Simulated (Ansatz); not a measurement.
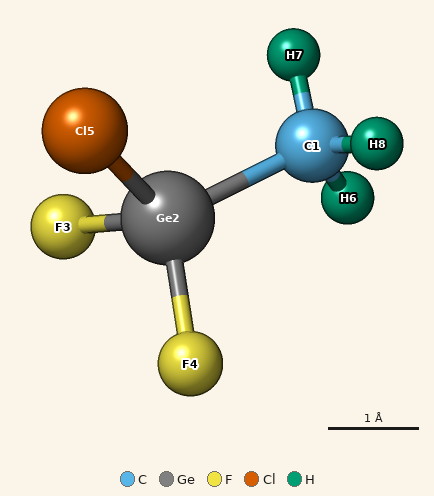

The structure as given in the input (ball-and-stick view, seen at a tilt; atoms are numbered from 1 in the order of the input). Sticks mark near contacts.

**CH$_{3}$ClF$_{2}$Ge: one change and its effect**

System: CH$_{3}$ClF$_{2}$Ge, SMILES [CH3][Ge]([F])([F])[Cl].
Method of the first run: RKS PBE0-D4/def2-TZVPP (Ansatz 0.2.0).

The geometry comes from this level: PBE0-D4/def2-TZVP. Text and figures count atoms from 1; the logs count them from 0 in places.

## Input, the first run
```yaml
crystal:
  periodic: [false, false, false]
  atoms:
    - {symbol: C, position_ang: [-0.896475, -0.291987, 0.532497]}
    - {symbol: Ge, position_ang: [0.702512, 0.159053, -0.421764]}
    - {symbol: F, position_ang: [2.080762, -0.608726, 0.261137]}
    - {symbol: F, position_ang: [0.652282, -0.415555, -2.041248]}
    - {symbol: Cl, position_ang: [1.136682, 2.231936, -0.517523]}
    - {symbol: H, position_ang: [-1.027603, -1.373635, 0.509478]}
    - {symbol: H, position_ang: [-0.807930, 0.047991, 1.563751]}
    - {symbol: H, position_ang: [-1.748129, 0.194025, 0.057769]}
basis:
  gaussian: {orbitals: def2-TZVPP}
hamiltonian: {xc: pbe0, dispersion: d4}
output: {orbitals: {seedname: orbitals}}
```

Hardware: 4 CPU threads, shared host.

## Output (the first run)
```
Functional definition: PBE0
  parameter a = 0.25
  parameter kappa = 0.804
  parameter beta = 0.06672455060314922
  exchange = (1 - a)*pbe_x(kappa = kappa, mu = beta*pi^2/3) + a*exact_x
  correlation = pbe_c(beta = beta)
1395 factors; their error is unknown
mean field evaluation 1: about -75542.3636 eV, gradient 6.6e1 eV
mean field evaluation 2: about -75536.5046 eV, gradient 9.2e1 eV
mean field evaluation 4: about -75549.7181 eV, gradient 3.1e0 eV
mean field evaluation 8: about -75550.0534 eV, gradient 5.4e-2 eV
mean field -75550.05341924 eV, -2776.4132534917 hartree, gradient 5.1e-5 eV, S^2 0.000000; 0 other end points of the search recorded, 0 dependent functions left out
reference -75550.05344477 eV, -2776.4132544298 hartree; 38, 38 occupied and 187, 187 virtual orbitals, 1395 factors
Total energy: -75550.20485237 eV, -2776.4188185565 hartree
```

The input of the second run differs as follows (lines with − go, lines with + come):
```diff
-  gaussian: {orbitals: def2-TZVPP}
+  gaussian: {orbitals: def2-SVP}
```

How does the second run compare with the first run?

The total energy of the second run is 453.0 kcal/mol higher, which measures the change of basis and not a stability. The HOMO goes from −9.63 to −9.50 eV. The LUMO goes from −0.40 to −0.13 eV. The basis functions go from 225 to 107.

## Output (the second run)
```
Functional definition: PBE0
  parameter a = 0.25
  parameter kappa = 0.804
  parameter beta = 0.06672455060314922
  exchange = (1 - a)*pbe_x(kappa = kappa, mu = beta*pi^2/3) + a*exact_x
  correlation = pbe_c(beta = beta)
1027 factors; integrals over basis functions are off by at most 1.3e-3 eV
mean field evaluation 1: about -75524.1764 eV, gradient 5.7e1 eV
mean field evaluation 2: about -75519.6630 eV, gradient 7.9e1 eV
mean field evaluation 4: about -75530.3101 eV, gradient 2.1e0 eV
mean field evaluation 8: about -75530.4100 eV, gradient 2.4e-1 eV
mean field evaluation 16: about -75530.4101 eV, gradient 1.0e-5 eV
mean field -75530.41014838 eV, -2775.6913766023 hartree, gradient 1.6e-5 eV, S^2 0.000000; 0 other end points of the search recorded, 0 dependent functions left out
reference -75530.41017228 eV, -2775.6913774804 hartree; 38, 38 occupied and 69, 69 virtual orbitals, 1027 factors
Total energy: -75530.56157988 eV, -2775.6969416071 hartree
```

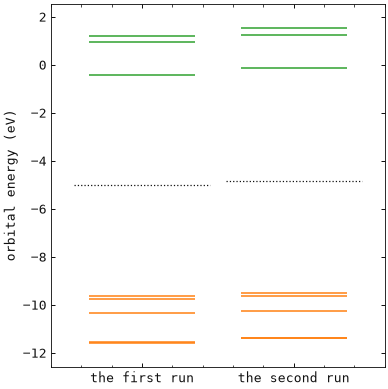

The five highest filled and three lowest empty orbital energies of the two runs; the dotted lines part filled from empty levels. The HOMO–LUMO gap is 9.23 eV in the first run and 9.37 eV in the second run.

## The two runs side by side

```csv
quantity,the first run,the second run
outcome,converged,converged
total energy (hartree),−2776.418819,−2775.696942
HOMO (eV),−9.63,−9.50
LUMO (eV),−0.40,−0.13
basis functions,225,107
wall time (shared host),7.5 s,1.3 s
```
